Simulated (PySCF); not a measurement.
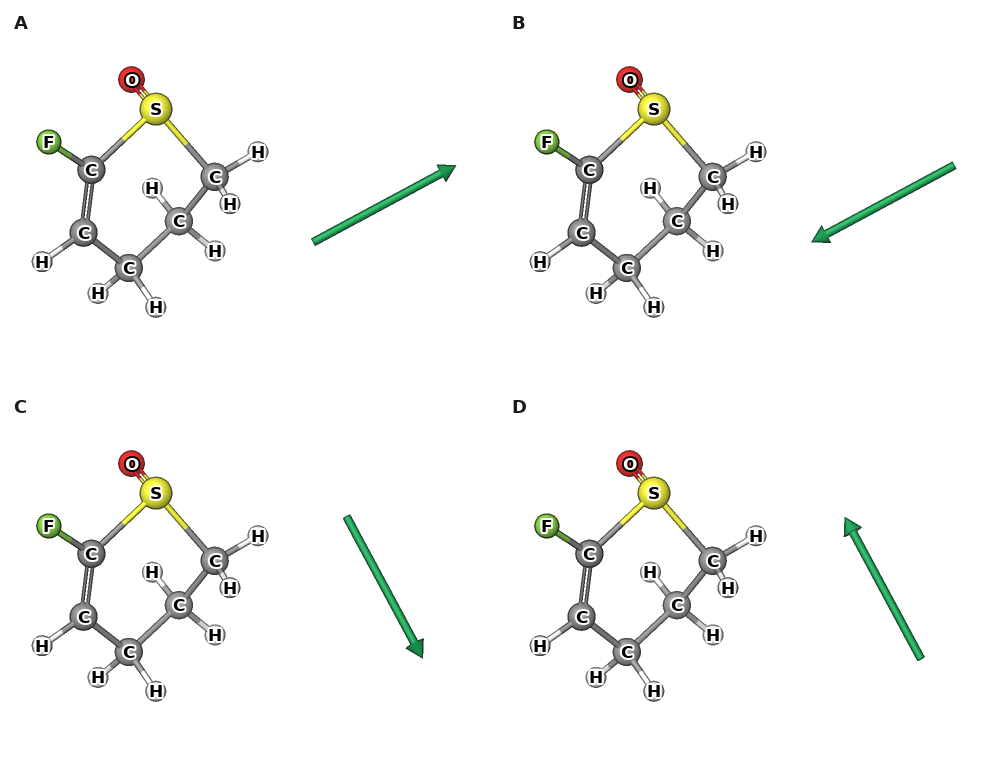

The same molecule four times, each with an arrow. The geometry was computed by an optimisation with GFN2-xTB. No frequency run is at hand to confirm it as a minimum. Properties computed with PBE0/pcSseg-1, gas phase (PySCF 2.14.0).

Which arrow points along the dipole moment, from the negative to the positive end?

C. The dipole moment is 4.45 D.
